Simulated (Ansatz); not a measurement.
**W3N4: pressure series**

Take W3N4 (space group Pm-3m, No. 221) as the base.

```xyz
7
Lattice="4.2154 0.0000 0.0000 0.0000 4.2154 0.0000 0.0000 0.0000 4.2154" Properties=species:S:1:pos:R:3 pbc="T T T"
N      2.1077     2.1077     2.1077
N      2.1077     0.0000     0.0000
N      0.0000     2.1077     0.0000
N      0.0000     0.0000     2.1077
W      2.1077     2.1077     0.0000
W      0.0000     2.1077     2.1077
W      2.1077     0.0000     2.1077
```

Cell and atoms are relaxed at each pressure.

Level of theory: PBE/PAW in Ansatz (an electronic-structure program), without spin-orbit coupling.

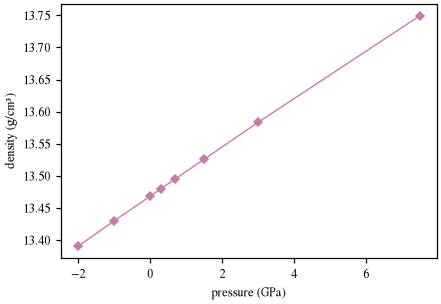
Density against pressure

| pressure (GPa) | density |
|---|---|
| -2 | 13.39 g/cm³ |
| -1 | 13.43 g/cm³ |
| 0.3 | 13.48 g/cm³ |
| 0.7 | 13.50 g/cm³ |
| 1.5 | 13.53 g/cm³ |
| 3 | 13.58 g/cm³ |
| 7.5 | 13.75 g/cm³ |

Load acts through the strain it causes; cell and atoms are relaxed under it. Stability against distortions was not tested. Competing high-pressure phases were not computed. The final runs are not spin-polarised.
